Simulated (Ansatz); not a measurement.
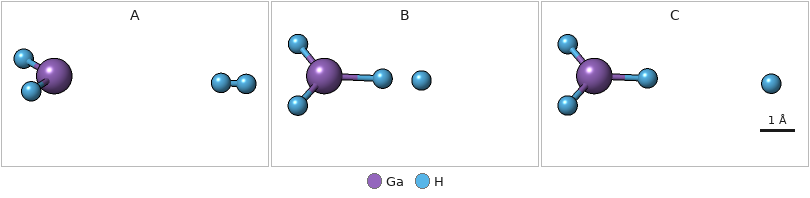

3 geometries from a converged minimum-energy path of GaH$_{4}$ (multiplicity 2), made up at the start of GaH3 and H, shuffled. The picture is a ball-and-stick view, seen from a free direction.

All numbers below come from UHF/def2-SVP (Ansatz). Run with 5 movable images; climbing image; force threshold 0.03 eV/Å; iteration limit 60; starting path through a guess of the saddle point.

Which frame is the top of the path?

B. In order along the path, whose images run from 0 to 6: C (image 0, 0.0 kJ/mol), B (image 2, +44.0 kJ/mol), A (image 6, −70.0 kJ/mol). A hydrogen atom shifts from one atom to another. Breaking: Ga–H (1.57 → 4.94 Å). Forming: H–H (3.65 → 0.75 Å).

Limits of the set-up: the start holds two separate molecules, 3.6 Å apart at their closest, whose relative position is a soft coordinate and is computed without a dispersion correction; Hartree-Fock leaves out electron correlation.

The run took 2.2 min on 1 thread of Arm Neoverse N1, on a shared host, peak memory 0.1 GiB.
